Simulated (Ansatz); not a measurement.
System (SMILES): [SiH]=O (O-SiH), doublet.
Atoms: Si1, O2, H3. Bonds: Si1-O2, Si1-H3.

Basis-set convergence of the highest harmonic wavenumber at HF with Ansatz (a quantum-chemistry and plane-wave program). Each level at its own minimum, finite differences of forces, unscaled; the reference is a large set that could be run, not a limit. Cartesian d functions, on some or all atoms, in 6-31G*, 6-311G**, 6-311+G**; all else is spherical. The program fits the integrals of some runs and decomposes those of others, by size. Core-valence sets carry the plain set on hydrogen. Open shells are unrestricted. No added dispersion term, no relativity. Reference: the value in pcseg-3, 2082 cm⁻¹, itself unsure by roughly 4 cm⁻¹ (its mean distance from def2-QZVPP, cc-pV(Q+d)Z, aug-pcseg-2). Deviations are taken from unrounded values.

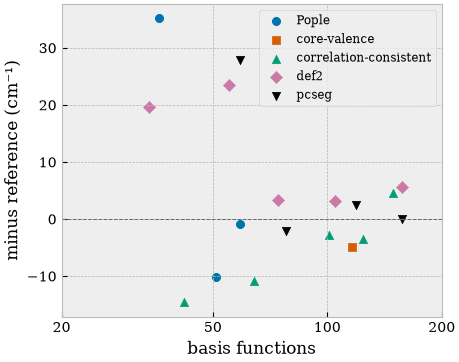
Figure: Deviation from the reference against the number of basis functions, by family of sets.

```
basis            functions  highest harmonic wavenumber (cm⁻¹)  minus reference (cm⁻¹)
---------------  ---------  ----------------------------------  ----------------------
def2-SV(P)              34                                2102                      20
6-31G*                  36                                2117                      35
cc-pV(D+d)Z             42                                2068                     -15
6-311G**                51                                2072                     -10
def2-SVPD               55                                2106                      23
6-311+G**               59                                2081                      -1
aug-pcseg-1             59                                2110                      28
aug-cc-pV(D+d)Z         64                                2071                     -11
def2-TZVP               74                                2086                       3
pcseg-2                 78                                2080                      -2
jun-cc-pV(T+d)Z        101                                2079                      -3
def2-TZVPPD            105                                2085                       3
cc-pCVTZ               116                                2077                      -5
aug-pcseg-2            119                                2085                       2
aug-cc-pV(T+d)Z        124                                2079                      -3
cc-pV(Q+d)Z            149                                2087                       5
def2-QZVPP             157                                2088                       6
pcseg-3                157                                2082                       0
```
